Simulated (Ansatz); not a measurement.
Reaction (SMILES): C#CC + 4 [H][H] (H2) → 3 C (CH4)
B3LYP-D3(BJ)/def2-TZVP geometries, fixed; electronic energies without zero-point terms.

Basis-set convergence of the energy of full hydrogenation at PBE with Ansatz (a program for electronic structure). Cartesian d functions, on some or all atoms, in 6-31+G*; all else is spherical. The program fits the integrals of some runs and decomposes those of others, by size. No added dispersion term, no relativity. Functions are those of the species that has most. Reference: the value in def2-QZVPPD, -120.58 kcal/mol, itself unsure by roughly 0.08 kcal/mol (its mean distance from pcseg-3, def2-QZVPP, cc-pVQZ). Deviations are taken from unrounded values.

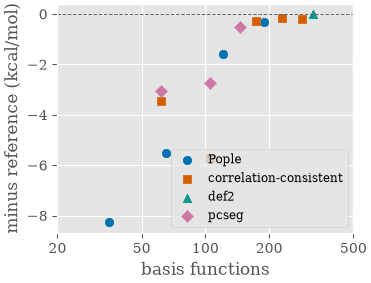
Figure: Deviation from the reference against the number of basis functions, by family of sets.

| basis | functions | energy of full hydrogenation (kcal/mol) | minus reference (kcal/mol) |
|---|---|---|---|
| 3-21G | 35 | -128.84 | -8.27 |
| cc-pVDZ | 62 | -124.02 | -3.44 |
| pcseg-1 | 62 | -123.64 | -3.06 |
| 6-31+G* | 65 | -126.09 | -5.52 |
| aug-cc-pVDZ | 105 | -126.31 | -5.74 |
| aug-pcseg-1 | 105 | -123.31 | -2.73 |
| 6-311++G(2d,2p) | 121 | -122.17 | -1.59 |
| pcseg-2 | 146 | -121.11 | -0.53 |
| jun-cc-pV(T+d)Z | 173 | -120.86 | -0.29 |
| 6-311++G(3df,3pd) | 189 | -120.89 | -0.31 |
| aug-cc-pVTZ | 230 | -120.74 | -0.16 |
| cc-pVQZ | 285 | -120.77 | -0.19 |
| def2-QZVPPD | 321 | -120.58 | 0.00 |
